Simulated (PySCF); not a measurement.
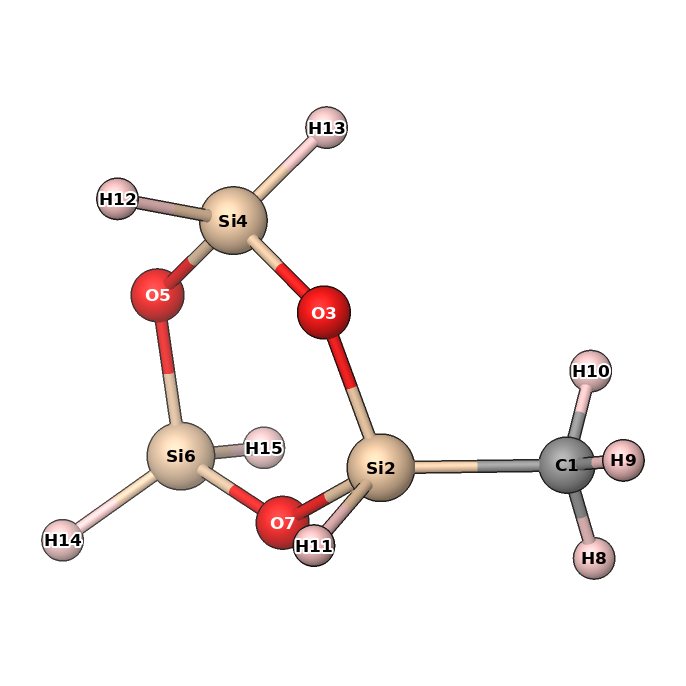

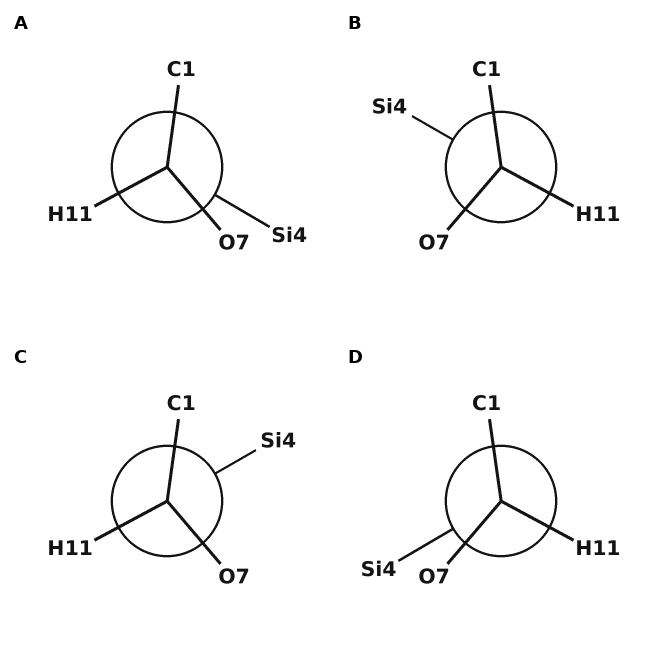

Distant atoms are faded towards the background colour. Bonds that would overlap in a projection are set slightly apart. Geometry: a frame of a GFN2-xTB molecular-dynamics simulation, not a minimum.

Which Newman projection shows the view along Si2–O3, with Si2 in front?

A. The torsion angle O7–Si2–O3–Si4 is −19°, synperiplanar.
